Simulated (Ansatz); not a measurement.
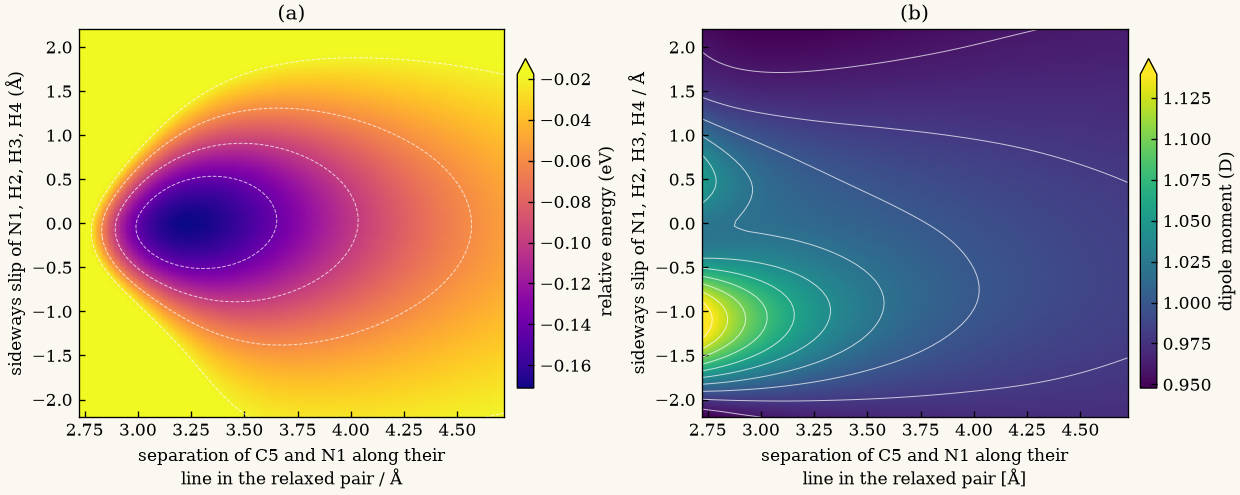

The pair H₃N···CH₂O. 
- First axis: separation of C5 and N1 along their line in the relaxed pair. Second axis: sideways slip of N1, H2, H3, H4.
- Nothing is relaxed (both partners rigid).
- The scan uses an 11 × 11 grid.
- Points are written as (first, second).
- All energies are given in eV relative to the two partners far apart, frozen as in the relaxed pair, each in its own basis (no counterpoise correction).
- Theory: RKS PBE0-D4/def2-TZVPD (Ansatz 0.2.0).

Panel (a) is the energy and panel (b) the computed dipole moment on the same grid.

Drawn: a smooth colour map with a few white contour lines, one colour for all values above the top of the scale. Between grid points the surface is interpolated.

How does the dipole moment vary over the map, and what is it at the lowest grid point?

Answer. Leaving out the highest fifth of the energies, it runs from 0.95 D at (3.275 Å, 2.20 Å) to 1.09 D at (2.931 Å, −0.88 Å). At the lowest grid point, (3.275 Å, 0.00 Å), it is 1.01 D.

```tsv
second ↓, first →	2.721	2.800	2.931	3.091	3.275	3.478	3.699	3.934	4.184	4.446	4.721
2.20	0.95	0.95	0.95	0.95	0.95	0.95	0.95	0.96	0.96	0.96	0.96
1.76	0.97	0.96	0.96	0.96	0.96	0.96	0.96	0.96	0.97	0.97	0.97
1.32	0.99	0.98	0.98	0.97	0.97	0.97	0.97	0.97	0.97	0.97	0.97
0.88	1.03	1.02	1.01	1.00	0.99	0.99	0.98	0.98	0.98	0.98	0.98
0.44	1.05	1.04	1.02	1.01	1.00	1.00	0.99	0.99	0.99	0.98	0.98
0.00	1.02	1.02	1.02	1.02	1.01	1.01	1.00	1.00	0.99	0.99	0.98
−0.44	1.05	1.05	1.04	1.03	1.03	1.02	1.01	1.00	0.99	0.99	0.98
−0.88	1.14	1.12	1.09	1.07	1.04	1.03	1.01	1.00	0.99	0.99	0.98
−1.32	1.14	1.12	1.09	1.06	1.04	1.02	1.01	1.00	0.99	0.99	0.98
−1.76	1.04	1.03	1.02	1.01	1.00	1.00	0.99	0.98	0.98	0.98	0.98
−2.20	0.95	0.95	0.96	0.96	0.97	0.97	0.97	0.97	0.97	0.97	0.97
```
